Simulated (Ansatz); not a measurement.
**A workflow on GeCl4 (germanium tetrachloride)**

Wanted: a series of 16 runs (HF/STO-3G, UHF/STO-3G, HF/3-21G, UHF/3-21G, HF/6-31G*, B3LYP/6-31G*, PBE/def2-SVP, MP2/6-31G*) of Cl4Ge. 

The results are computed with Ansatz 0.2.0.

### Step 1. The structure to begin with

GeCl4 has 5 atoms, charge 0, and is taken as a singlet. As SMILES, `[Cl][Ge]([Cl])([Cl])[Cl]`. The shape is that of a PBE0-D4/def2-TZVP optimisation. The run starts from this shape.

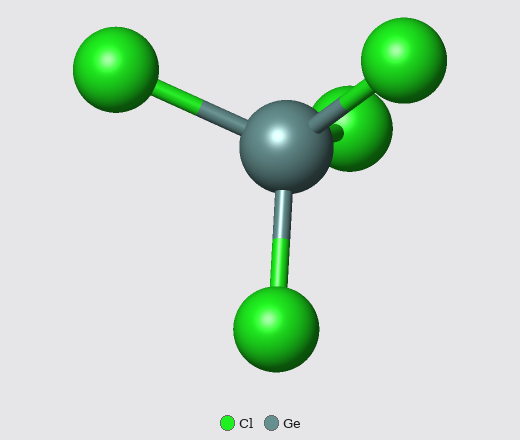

The structure, seen from a chosen angle (chlorine green, germanium teal).

### Step 2. A structure relaxation at HF/STO-3G (run 1)

Contents of in.yaml:

```yaml
crystal:
  periodic: [false, false, false]
  atoms:
    - {symbol: Cl, position_ang: [-0.989190, -0.081580, 1.868640]}
    - {symbol: Ge, position_ang: [0.000090, -0.000040, 0.000100]}
    - {symbol: Cl, position_ang: [1.631480, -1.347370, 0.005960]}
    - {symbol: Cl, position_ang: [-1.351400, -0.535660, -1.537220]}
    - {symbol: Cl, position_ang: [0.709020, 1.964660, -0.337480]}
basis:
  gaussian: {orbitals: STO-3G}
hamiltonian: {xc: hf}
relax: {f_tol: 0.002}
output: {orbitals: {seedname: orbitals}}
```

Run with:

```
ansatz run in.yaml --threads 1 --pin off --max-ram 3480MiB --events-out events.jsonl --progress --plain --runs-dir runs
```

The program printed, cut to the lines that bear on the results:

```text
Warning: RAYON_NUM_THREADS=1 ignored (pool sized by the plan → 1); use --threads N
[...]
Functional definition: HF
  name "HF"
[...]
643 factors; integrals over basis functions are off by at most 6.8e-6 eV
[...]
mean field -105316.16088224 eV, -3870.2975265646 hartree, gradient 8.2e-6 eV, S^2 0.000000; 0 other end points of the search recorded, 0 dependent functions left out
[...]
reference -105316.16088224 eV, -3870.2975265646 hartree; 50, 50 occupied and 4, 4 virtual orbitals, 643 factors
relax step   1: F+E_penalty+E_count = -105316.16088224 eV  Δ(F+E_penalty+E_count) = +0.000e0 eV  max|allowed force component| = 2.964e-1 eV/Å  Δτ_max = 0.0000 Å  (23 SCF iters, accepted)
[...]
relax step   2: F+E_penalty+E_count = -105316.16838869 eV  Δ(F+E_penalty+E_count) = -7.506e-3 eV  max|allowed force component| = 7.593e-2 eV/Å  Δτ_max = 0.0163 Å  (18 SCF iters, accepted)
[...]
relax step   3: F+E_penalty+E_count = -105316.16893937 eV  Δ(F+E_penalty+E_count) = -5.507e-4 eV  max|allowed force component| = 1.529e-3 eV/Å  Δτ_max = 0.0034 Å  (19 SCF iters, accepted)
643 factors; integrals over basis functions are off by at most 6.8e-6 eV
mean field -105316.16893937 eV, -3870.2978226586 hartree, gradient 1.9e-5 eV, S^2 0.000000; 1 other end points of the search recorded, 0 dependent functions left out
[...]
reference -105316.16893937 eV, -3870.2978226586 hartree; 50, 50 occupied and 4, 4 virtual orbitals, 643 factors
Total energy: -105316.16893937 eV, -3870.2978226586 hartree
Atom 0 at    -0.995073    -0.082116     1.879968 Å, force     0.000898     0.000016    -0.001489 eV/Å
Atom 1 at     0.000014    -0.000008     0.000017 Å, force    -0.000098     0.000049    -0.000110 eV/Å
Atom 2 at     1.641299    -1.355480     0.006078 Å, force    -0.001367     0.001128     0.000078 eV/Å
Atom 3 at    -1.359635    -0.538985    -1.546594 Å, force     0.001037     0.000335     0.001186 eV/Å
Atom 4 at     0.713396     1.976600    -0.339469 Å, force    -0.000471    -0.001529     0.000334 eV/Å
Dipole moment:     0.000032    -0.000024     0.000040 e Å
```

Wall time 4.2 s (1 thread of Arm Neoverse V2, shared host); peak memory 0.13 GiB.

The path in brief:

```csv
step,energy from the first frame kept (eV),largest force (eV/Å)
1,0.0000,0.3193
2,-0.0075,0.0821
3,-0.0081,0.0018
```

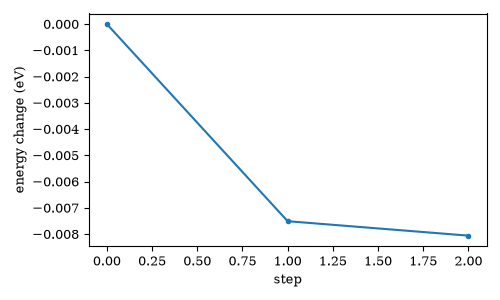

Energy along the run.

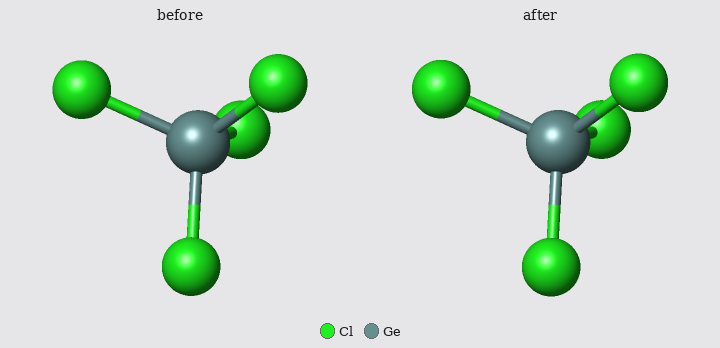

Before and after, at one scale.

After the run. Bond lengths: Cl1–Ge2 2.129 Å, Ge2–Cl3 2.129 Å, Ge2–Cl4 2.129 Å, Ge2–Cl5 2.129 Å. Angles: Cl1–Ge2–Cl3 109.5°, Cl1–Ge2–Cl4 109.5°, Cl1–Ge2–Cl5 109.5°, Cl3–Ge2–Cl4 109.5°, Cl3–Ge2–Cl5 109.5°, Cl4–Ge2–Cl5 109.5°.

### Step 3. The harmonic vibrations at HF/STO-3G (run 2)

Contents of run.yaml:

```yaml
crystal:
  periodic: [false, false, false]
  atoms:
    - {symbol: Cl, position_ang: [-0.995073, -0.082116, 1.879968]}
    - {symbol: Ge, position_ang: [0.000014, -0.000008, 0.000017]}
    - {symbol: Cl, position_ang: [1.641299, -1.355480, 0.006078]}
    - {symbol: Cl, position_ang: [-1.359635, -0.538985, -1.546594]}
    - {symbol: Cl, position_ang: [0.713396, 1.976600, -0.339469]}
basis:
  gaussian:
    orbitals: STO-3G
phonons:
  temperatures:
    t_min: 298.15
    t_max: 298.15
    t_step: 1
hamiltonian:
  xc: hf
```

Run with:

```
ansatz run run.yaml --threads 1 --pin off --max-ram 3480MiB --events-out events.jsonl --progress --plain --runs-dir runs
```

The program printed, cut to the lines that bear on the results:

```text
Warning: RAYON_NUM_THREADS=1 ignored (pool sized by the plan → 1); use --threads N
[... 2 set-up lines as earlier in the session ...]
[...]
643 factors; integrals over basis functions are off by at most 6.8e-6 eV
[...]
mean field -105316.16893932 eV, -3870.2978226569 hartree, gradient 8.8e-6 eV, S^2 0.000000; 0 other end points of the search recorded, 0 dependent functions left out
[...]
reference -105316.16893932 eV, -3870.2978226569 hartree; 50, 50 occupied and 4, 4 virtual orbitals, 643 factors
[...]
643 factors; integrals over basis functions are off by at most 6.8e-6 eV
mean field -105316.16892277 eV, -3870.2978220487 hartree, gradient 5.4e-7 eV, S^2 0.000000; 0 other end points of the search recorded, 0 dependent functions left out
[...]
reference -105316.16892277 eV, -3870.2978220487 hartree; 50, 50 occupied and 4, 4 virtual orbitals, 643 factors
[...]
643 factors; integrals over basis functions are off by at most 6.8e-6 eV
[...]
643 factors; integrals over basis functions are off by at most 6.8e-6 eV
[...]
mean field -105316.16893201 eV, -3870.2978223881 hartree, gradient 5.4e-7 eV, S^2 0.000000; 0 other end points of the search recorded, 0 dependent functions left out
[...]
reference -105316.16893201 eV, -3870.2978223881 hartree; 50, 50 occupied and 4, 4 virtual orbitals, 643 factors
Total energy: -105316.16893932 eV, -3870.2978226569 hartree
Atom 0 at    -0.995073    -0.082116     1.879968 Å, force     0.000902     0.000017    -0.001494 eV/Å
Atom 1 at     0.000014    -0.000008     0.000017 Å, force    -0.000101     0.000041    -0.000106 eV/Å
Atom 2 at     1.641299    -1.355480     0.006078 Å, force    -0.001370     0.001132     0.000078 eV/Å
Atom 3 at    -1.359635    -0.538985    -1.546594 Å, force     0.001040     0.000337     0.001188 eV/Å
Atom 4 at     0.713396     1.976600    -0.339469 Å, force    -0.000470    -0.001528     0.000334 eV/Å
Dipole moment:     0.000032    -0.000024     0.000039 e Å
Vibrations: 138.48 138.48 183.92 183.92 183.93 432.19 511.67 511.67 511.67 cm⁻¹, zero-point energy 0.173326 eV
```

Run time: 28 s. Hardware: 1 thread of Arm Neoverse V2, shared host; peak memory 0.13 GiB.

Runs 3 to 7 aren't shown in full; the table further down has their settings and results.

### Step 4. The doublet cation: a structure relaxation at UHF/3-21G (run 8)

Contents of run.yaml:

```yaml
crystal:
  periodic: [false, false, false]
  atoms:
    - {symbol: Cl, position_ang: [-1.021331, -0.084291, 1.929601]}
    - {symbol: Ge, position_ang: [0.000006, -0.000003, 0.000008]}
    - {symbol: Cl, position_ang: [1.684622, -1.391260, 0.006250]}
    - {symbol: Cl, position_ang: [-1.395541, -0.553229, -1.587436]}
    - {symbol: Cl, position_ang: [0.732243, 2.028794, -0.348423]}
basis:
  gaussian:
    orbitals: 3-21G.json
hamiltonian:
  xc: hf
relax: {}
magnetization:
  spin_polarized: true
  initial_magnetization: 1
total_charge: 1
```

The basis set 3-21G is read from a file made from the Basis Set Exchange's data (not shown).

Run with:

```
ansatz run run.yaml --threads 1 --pin off --max-ram 3480MiB --events-out events.jsonl --progress --plain --runs-dir runs
```

The program printed, cut to the lines that bear on the results:

```text
Warning: RAYON_NUM_THREADS=1 ignored (pool sized by the plan → 1); use --threads N
[...]
[... 2 set-up lines as earlier in the session ...]
[...]
865 factors; integrals over basis functions are off by at most 9.3e-5 eV
[...]
mean field -105968.65327207 eV, -3894.2761796157 hartree, gradient 2.3e-10 eV, S^2 0.753674; 5 other end points of the search recorded, 0 dependent functions left out
[...]
reference -105968.65327207 eV, -3894.2761796157 hartree; 50, 49 occupied and 25, 26 virtual orbitals, 865 factors
relax step   1: F+E_penalty+E_count = -105968.65327207 eV  Δ(F+E_penalty+E_count) = +0.000e0 eV  max|allowed force component| = 3.895e0 eV/Å  Δτ_max = 0.0000 Å  (1302 SCF iters, accepted)
[...]
relax step   6: F+E_penalty+E_count = -105969.66506489 eV  Δ(F+E_penalty+E_count) = -1.509e-3 eV  max|allowed force component| = 1.498e-2 eV/Å  Δτ_max = 0.0287 Å  (96 SCF iters, accepted)
[...]
relax step   7: F+E_penalty+E_count = -105969.66511754 eV  Δ(F+E_penalty+E_count) = -5.265e-5 eV  max|allowed force component| = 8.169e-3 eV/Å  Δτ_max = 0.0076 Å  (96 SCF iters, accepted)
865 factors; integrals over basis functions are off by at most 1.0e-4 eV
[...]
mean field -105969.66511754 eV, -3894.3133642506 hartree, gradient 2.6e-9 eV, S^2 0.752588; 5 other end points of the search recorded, 0 dependent functions left out
[...]
reference -105969.66511754 eV, -3894.3133642506 hartree; 50, 49 occupied and 25, 26 virtual orbitals, 865 factors
Total energy: -105969.66511754 eV, -3894.3133642506 hartree
Atom 0 at    -1.112856    -0.118762     1.930927 Å, force     0.005216     0.001008     0.001397 eV/Å
Atom 1 at     0.283128     0.103952     0.327703 Å, force    -0.006505    -0.001309    -0.008169 eV/Å
Atom 2 at     1.680288    -1.467861    -0.054444 Å, force     0.000967     0.003037     0.004448 eV/Å
Atom 3 at    -1.525393    -0.575115    -1.755291 Å, force    -0.002398    -0.001135    -0.002591 eV/Å
Atom 4 at     0.674831     2.057796    -0.448894 Å, force     0.002720    -0.001601     0.004916 eV/Å
Dipole moment:    -0.087829    -0.043066    -0.094297 e Å
```

Run time: 2.2 min. Hardware: 1 thread of Arm Neoverse V2, shared host; peak memory 0.46 GiB.

Steps, from the record of the run:

```csv
step,energy from the first frame kept (eV),largest force (eV/Å)
1,0.0000,5.2652
2,-0.7102,2.1512
3,-0.9443,0.6211
4,-0.9995,0.2535
5,-1.0103,0.0676
6,-1.0118,0.0229
7,-1.0118,0.0105
```

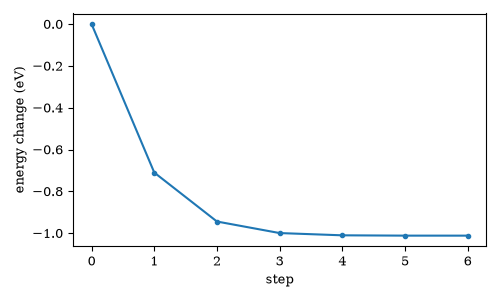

Energy along the run.

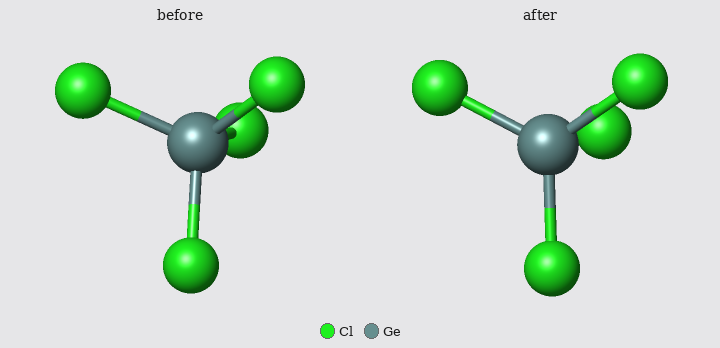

Before and after, at one scale.

After the run. Bond lengths: Cl1–Ge2 2.137 Å, Ge2–Cl3 2.137 Å, Ge2–Cl5 2.139 Å. Angles: Cl1–Ge2–Cl3 119.0°, Cl1–Ge2–Cl5 119.2°, Cl3–Ge2–Cl5 119.2°. A long bond or contact: Ge2–Cl4 2.841 Å.

Runs 9 to 15 aren't shown in full; the table further down has their settings and results.

### Step 5. Vibrational wavenumbers at MP2/6-31G(d) (Cartesian functions) (run 16)

Contents of run.yaml:

```yaml
basis:
  gaussian: {orbitals: "6-31G*"}
crystal:
  periodic: [false, false, false]
  atoms:
    - {symbol: Cl, position_ang: [-0.991948, -0.081859, 1.874066]}
    - {symbol: Ge, position_ang: [0.000014, -0.000006, 0.000017]}
    - {symbol: Cl, position_ang: [1.636145, -1.351224, 0.006061]}
    - {symbol: Cl, position_ang: [-1.355368, -0.537295, -1.541741]}
    - {symbol: Cl, position_ang: [0.711157, 1.970395, -0.338402]}
correlation: {method: mp2}
phonons: {temperatures: {t_min: 298.15, t_max: 298.15, t_step: 1}}
```

Run with:

```
ansatz run run.yaml --threads 1 --pin off --max-ram 3480MiB --events-out events.jsonl --progress --plain --runs-dir runs
```

The program printed, cut to the lines that bear on the results:

```text
Warning: RAYON_NUM_THREADS=1 ignored (pool sized by the plan → 1); use --threads N
[... 2 set-up lines as earlier in the session ...]
[...]
1109 factors; integrals over basis functions are off by at most 2.2e-4 eV
[...]
mean field -106483.09416714 eV, -3913.1815338090 hartree, gradient 3.2e-6 eV, S^2 0.000000; 0 other end points of the search recorded, 0 dependent functions left out
29 core orbitals not correlated: weight in the atoms' cores, before any rotation towards them, 1.000 or more for the frozen orbitals, at most 0.000 for the correlated occupied ones
reference -106483.09416714 eV, -3913.1815338090 hartree; 21, 21 occupied and 61, 61 virtual orbitals, 1109 factors
second order -20.80500483 eV of doubles, -0.00000000 eV of singles
[...]
1109 factors; integrals over basis functions are off by at most 2.2e-4 eV
[...]
reference -106483.09416171 eV, -3913.1815336093 hartree; 21, 21 occupied and 61, 61 virtual orbitals, 1109 factors
second order -20.80500448 eV of doubles, -0.00000000 eV of singles
[...]
Total energy: -106503.89917198 eV, -3913.9461036345 hartree
Atom 0 at    -0.991948    -0.081859     1.874066 Å, force     0.000143    -0.000034    -0.000096 eV/Å
Atom 1 at     0.000014    -0.000006     0.000017 Å, force    -0.000133    -0.000010    -0.000136 eV/Å
Atom 2 at     1.636145    -1.351224     0.006061 Å, force    -0.000141     0.000121     0.000069 eV/Å
Atom 3 at    -1.355368    -0.537295    -1.541741 Å, force     0.000080    -0.000030     0.000095 eV/Å
Atom 4 at     0.711157     1.970395    -0.338402 Å, force     0.000051    -0.000047     0.000068 eV/Å
Dipole moment:     0.000022    -0.000009     0.000026 e Å
Vibrations: 128.40 128.40 173.92 173.92 173.92 397.84 469.70 469.70 469.71 cm⁻¹, zero-point energy 0.160281 eV
Checks for a lower state left out: cluster_reference
```

It took 4.4 min on 1 thread of Arm Neoverse V2, shared host; peak memory 0.32 GiB.

### Step 6. Overview of the runs

```csv
run,level,task,walk f tol,partner,energy (Eh),dipole moment (D),wall time
1,HF/STO-3G,optimise,0.002,base,-3870.297823,0.00,4.2 s
2,HF/STO-3G,frequencies,–,base,-3870.297823,0.00,28 s
3,UHF/STO-3G,energy,–,cation,-3869.897410,–,21 s
4,UHF/STO-3G,optimise,–,cation,-3869.935944,–,58 s
5,HF/3-21G,optimise,0.002,base,-3894.722762,0.00,8.1 s
6,HF/3-21G,frequencies,–,base,-3894.722770,0.00,39 s
7,UHF/3-21G,energy,–,cation,-3894.276117,–,49 s
8,UHF/3-21G,optimise,–,cation,-3894.313364,–,2.2 min
9,HF/6-31G* (Cartesian functions),optimise,0.002,base,-3913.181533,0.00,17 s
10,HF/6-31G* (Cartesian functions),frequencies,–,base,-3913.181534,0.00,1.8 min
11,B3LYP/6-31G* (Cartesian functions),optimise,0.002,base,-3917.718720,0.00,28 s
12,B3LYP/6-31G* (Cartesian functions),frequencies,–,base,-3917.718720,0.00,2.6 min
13,PBE/def2-SVP,optimise,0.002,base,-3916.068155,0.00,12 s
14,PBE/def2-SVP,frequencies,–,base,-3916.068155,0.00,64 s
15,MP2/6-31G* (Cartesian functions),optimise,0.002,base,-3913.946102,0.00,37 s
16,MP2/6-31G* (Cartesian functions),frequencies,–,base,-3913.946104,0.00,4.4 min
```

### Step 7. Summary of results

```
                                                                          quantity           value
                                                  run 16, MP2/6-31G*: total energy  -3913.94610 Eh
                            run 16, MP2/6-31G*: dipole moment (correlated density)          0.00 D
                  run 16, MP2/6-31G*: correlation energy (29 core orbitals frozen)      -764.6 mEh
                                      run 16, MP2/6-31G*: largest force on an atom      0.000 eV/Å
                                    run 16, MP2/6-31G*: lowest harmonic wavenumber        128 cm⁻¹
                                   run 16, MP2/6-31G*: highest harmonic wavenumber        470 cm⁻¹
                                             run 16, MP2/6-31G*: zero-point energy     15.5 kJ/mol
                     vertical ionisation energy (to the doublet cation), HF/STO-3G       10.896 eV
                      vertical ionisation energy (to the doublet cation), HF/3-21G       12.154 eV
adiabatic ionisation energy (to the doublet cation, no zero-point term), HF/STO-3G        9.847 eV
 adiabatic ionisation energy (to the doublet cation, no zero-point term), HF/3-21G       11.140 eV
```

What this shows: At HF/STO-3G: removing an electron at fixed nuclei costs 10.90 eV (1051 kJ/mol). In a minimal basis such a difference can be off by several eV, whatever the method. At HF/3-21G: the vertical ionisation energy comes to 12.15 eV (1173 kJ/mol). At HF/STO-3G: the adiabatic ionisation energy (to the doublet cation, no zero-point term) is 9.85 eV (950 kJ/mol). At HF/3-21G: the adiabatic ionisation energy (to the doublet cation, no zero-point term) is 11.14 eV (1075 kJ/mol). Totals of different functionals can't be ranked against each other. In runs 1, 2, 3, 4 the basis is minimal, so the values are rough. All runs together took 17 min, the longest 4.4 min.
